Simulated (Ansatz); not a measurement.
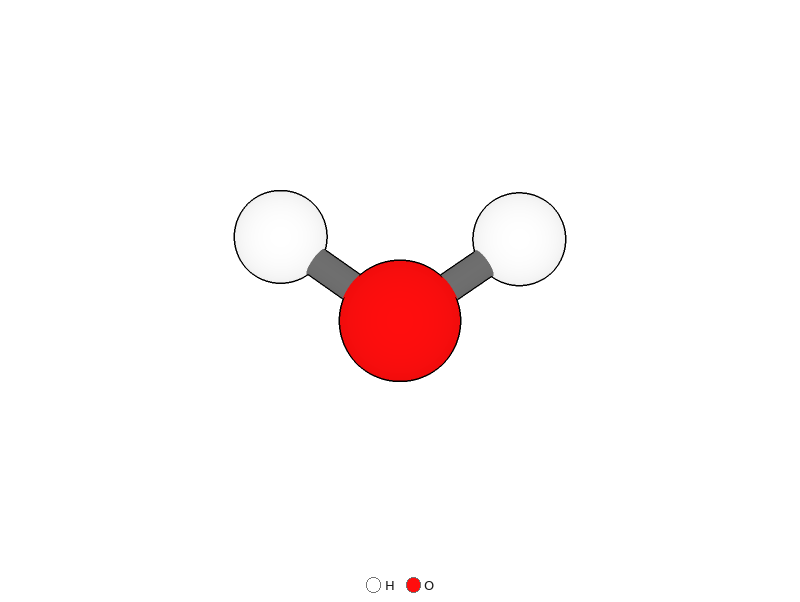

Rendered structure (ball-and-stick style).

The geometry was computed by an optimisation with PBE0-D4/def2-TZVP.

> Which formula does it have?

H2O, 3 atoms: 2 hydrogen and 1 oxygen.

> Which point group does it belong to?

C2v.

> How many bonds of each kind are drawn?

2 O–H. Sticks follow a distance rule.

The parts below concern this one geometry. Atoms keep their numbers from picture to picture.

## Shape

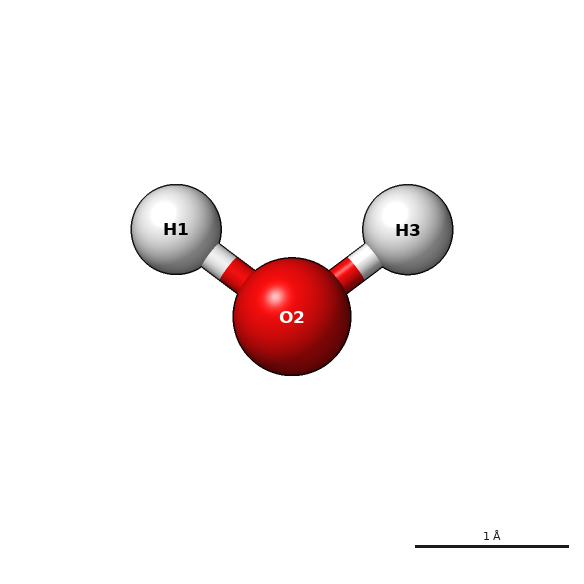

What are the angles H1–O2–H3?

```
   angle  degrees
H1–O2–H3    105.0
```

## Electronic properties

Properties computed with RKS PBE0-D4/def2-TZVPP (Ansatz 0.2.0).

> What is the HOMO–LUMO gap?

9.75 eV.

> Estimate the HOMO energy (Kohn–Sham orbital).

−8.90 eV.

## Vibrations

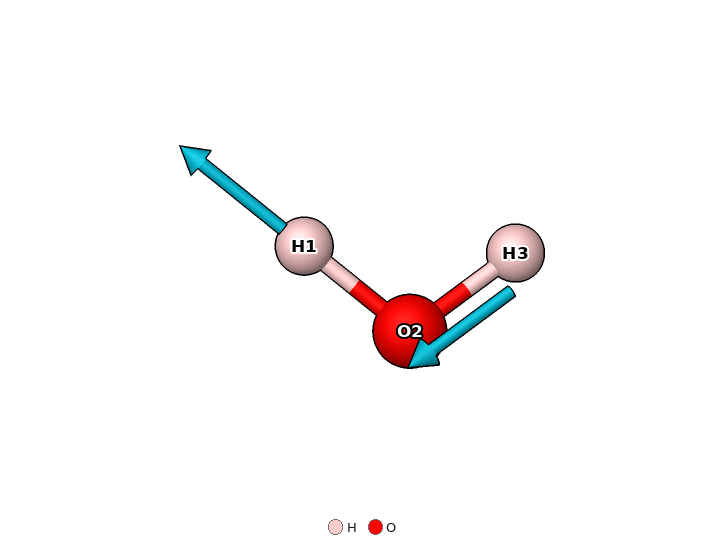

The arrows show one normal mode. Harmonic vibrations computed with RKS PBE0-D4/def2-TZVP (Ansatz 0.2.0) at a stationary point of the same level.

> Describe the motion.

Mostly out-of-phase stretching of 2 O–H bonds.

> Estimate its harmonic wavenumber.

3960 cm⁻¹; it is mode 3 of 3 counted from the lowest.

## Dipole moment

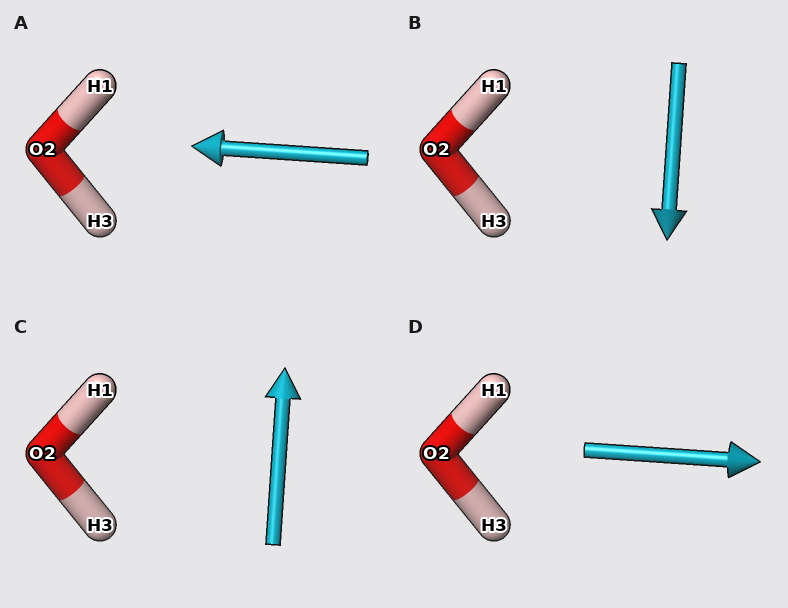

The same molecule four times, each with an arrow. Method: RKS PBE0-D4/def2-TZVP (Ansatz 0.2.0).

> Which arrow points along the dipole moment, from the negative to the positive end?

D. The dipole moment is 2.07 D; it points from the side of O2 to the side of H1, H3 (the outermost atoms at the two ends).
